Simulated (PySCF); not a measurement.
SMILES c1ccccc1[SiH2][SiH2][SiH3], singlet at its GFN2-xTB optimised geometry (Å):

```
21

Si    -3.7930    -0.2698    -2.8278
Si    -2.5838    -2.1213    -2.1401
Si    -1.5941    -1.9393    -0.0480
C     -0.5976    -0.3367     0.0000
C     -1.2495     0.8929    -0.0057
C     -0.5415     2.0803    -0.0045
C      0.8436     2.0594    -0.0020
C      1.5103     0.8459     0.0000
C      0.7926    -0.3367     0.0000
H     -4.7859     0.1197    -1.8202
H     -4.5362    -0.4597    -4.0758
H     -2.9298     0.8966    -3.0319
H     -1.5567    -2.4350    -3.1494
H     -3.4429    -3.3179    -2.1583
H     -0.6775    -3.0242     0.3301
H     -2.5910    -1.8575     1.0319
H     -2.3315     0.9187    -0.0064
H     -1.0680     3.0242    -0.0059
H      1.4007     2.9851    -0.0009
H      2.5910     0.8228     0.0024
H      1.3203    -1.2803     0.0033
```

Level of theory: PySCF with PBE0/def2-SVP.

Map of the Laplacian of the electron density (e/bohr⁵), clipped to [-1.50, 1.50] on the plane z = 1.0 Å:

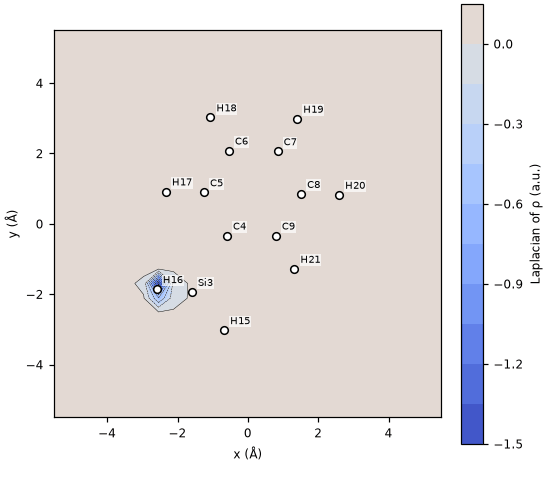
Laplacian of the electron density (e/bohr⁵), clipped to [-1.50, 1.50] on the plane z = 1.0 Å.
